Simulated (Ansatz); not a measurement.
**Strength of the C–In bond: In(CH3)2(NH2) → In(CH3)(NH2) + CH3**

Species: In(CH3)2(NH2), singlet; In(CH3)(NH2), doublet; CH3 (methyl radical) `[CH3]`, doublet. 

Shapes, held fixed at every level: PBE0-D4/def2-TZVP. Flexible molecules stand in one conformer, not always the lowest. Programs: Ansatz 0.2.0. Electronic energies: no zero-point or thermal term.

| level | kind | ΔE (kJ/mol) | less CCSD(T)/def2-TZVPP |
| --- | --- | --- | --- |
| MP2/def2-TZVPP | perturbation theory | +297.8 | +15.4 |
| HF/def2-SVP | Hartree–Fock | +171.0 | -111.4 |
| PBE-D4/def2-TZVPP | GGA | +272.0 | -10.4 |
| B3LYP-D4/def2-TZVPP | global hybrid | +258.6 | -23.8 |
| PBE0-D4/def2-TZVPP | global hybrid | +272.5 | -9.9 |
| r2SCAN0-D4/def2-TZVPP | global hybrid | +254.6 | -27.8 |
| B2PLYP/def2-TZVPP | double hybrid | +267.0 | -15.4 |
| CCSD(T)/def2-TZVPP | coupled cluster or CI | +282.4 | 0.0 |

The highest level, CCSD(T)/def2-TZVPP, gives ΔE = +282.4 kJ/mol; the levels span +171.0 to +297.8. The column of differences is taken from that level and isn't an error. Hartree–Fock misses the correlation of the pair that is broken and comes out low. No measured value is set beside it here. Open shells run unrestricted. For atoms past krypton def2 sets carry core potentials with scalar relativity. Outer-core shells of In are correlated, in sets that cover them unevenly.

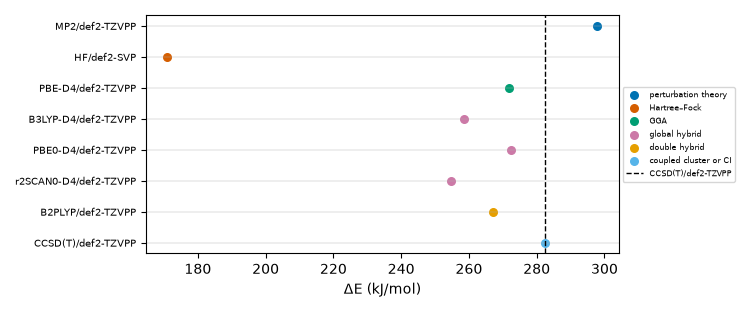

The values of the table, level by level.
